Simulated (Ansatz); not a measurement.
**YMn6Sn6, response to strain**

Take YMn6Sn6 (space group P6/mmm, No. 191; a = 5.3710 Å, c = 8.8440 Å; ferromagnetic; a cell from a computed database, its experimental status unchecked) as the base. Axes: x lies along a and z along c of the hexagonal cell.

Strains are applied to the cell and any free atomic positions relax; under biaxial strain the out-of-plane vector relaxes too.

Computed with PBEsol in Ansatz (plane waves to 420 eV, PAW, without spin-orbit coupling).

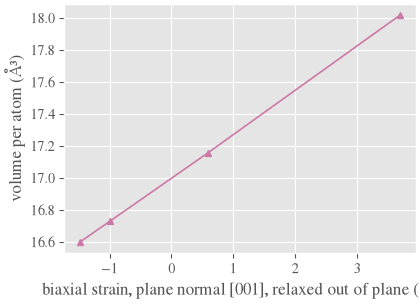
*Volume per atom against biaxial strain, plane normal [001], relaxed out of plane*

**Question.** From the plot, what is the volume per atom for biaxial strain −1.47 %, plane normal [001], relaxed out of plane?

**Answer.** About 16.6 Å³.

**Question.** Is the trend monotonic over the range shown?

**Answer.** Yes, it rises throughout, spanning 16.60 Å³ to 18.02 Å³.

Other magnetic orders, which the real material may have, were not ruled out. Without a gap, meshes like the base's 8×8×5 leave anisotropic stresses uncertain by several tenths of a GPa, and small strain energies with them. Whether these cells are dynamically stable was not tested.

Ansatz is a first-principles code.
